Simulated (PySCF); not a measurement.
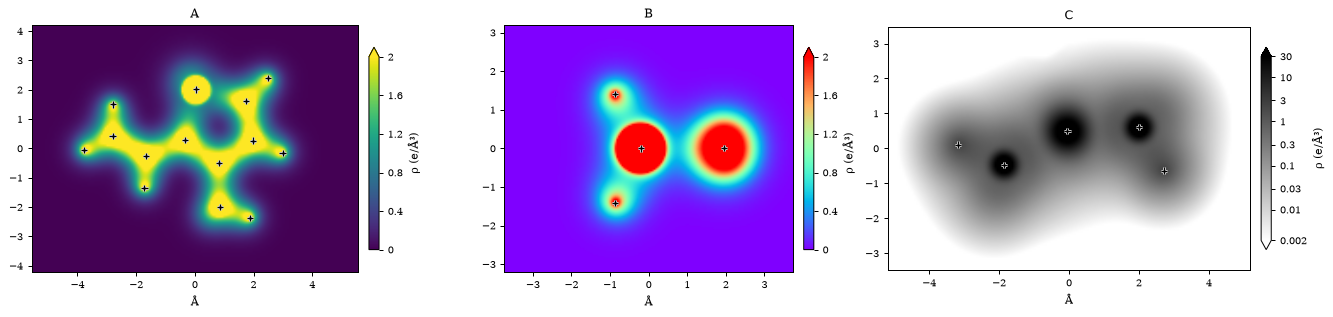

The electron density of 3 systems, each on a plane through atoms (crosses mark nuclei in the plane).

Theory: PySCF 2.14.0, CAM-B3LYP/def2-SVPD, SCF density, gas phase.

System 1: ClGaH$_{2}$ (GaH2Cl), the molecular plane. Geometry: PBE0-D3(BJ)/def2-SVP.

| atom | x (Å) | y (Å) | z (Å) |
| --- | --- | --- | --- |
| Ga | 0.1044 | 0.1783 | -0.0016 |
| H | 1.6567 | 0.0331 | 0.0110 |
| H | -0.7702 | 1.4690 | -0.0230 |
| Cl | -0.9909 | -1.6805 | 0.0136 |

System 2: H$_{6}$NiP$_{2}$ (SMILES [PH3]->[Ni]<-[PH3]), the plane of atoms Ni1, P2 and H4. Geometry: PBE0-D3(BJ)/def2-SVP.

```xyz
9

Ni    0.5208    0.1614    0.0006
P     0.0961    0.0187    2.0122
H     0.6405   -0.9906    2.8696
H    -1.2632   -0.2388    2.3677
H     0.2700    1.0723    2.9676
P     0.1014    0.0417   -2.0143
H     0.9883    0.2653   -3.1192
H    -0.9433    0.8572   -2.5501
H    -0.4106   -1.1871   -2.5342
```

System 3: C$_{7}$H$_{8}$P (SMILES C=Cc1[p-]ccc1C) (charge −1), the plane of atoms C6, C5 and H12. Geometry: GFN2-xTB.

```xyz
16

C     2.8198   -0.6523    0.1183
C     1.6878    0.0437   -0.0202
C     0.3540   -0.4708    0.0545
P    -0.0591   -2.1800    0.2832
C    -1.7437   -1.7721    0.2291
C    -1.9693   -0.4181    0.0486
C    -0.7977    0.3249   -0.0525
C    -0.7889    1.8148   -0.2463
H     2.7905   -1.7123    0.3101
H     3.7959   -0.1929    0.0436
H     1.7654    1.1136   -0.2103
H    -2.5269   -2.5127    0.3285
H    -2.9621    0.0167   -0.0094
H    -0.2847    2.0949   -1.1756
H    -0.2765    2.3202    0.5768
H    -1.8119    2.1914   -0.2896
```

Match each panel to its system.

Panel A is system 3, C$_{7}$H$_{8}$P: the plane holds C, P and H. C–C (1.34 Å): the density is about 2.3 e/Å³ at the midpoint. Panel B is system 1, ClGaH$_{2}$: the plane holds Ga, H and Cl. Ga–Cl (2.16 Å): ρ at the midpoint is about 0.67 e/Å³. Panel C is system 2, H$_{6}$NiP$_{2}$: the plane holds Ni, P and H. Ni–P (2.06 Å): the density is about 0.76 e/Å³ at the midpoint.
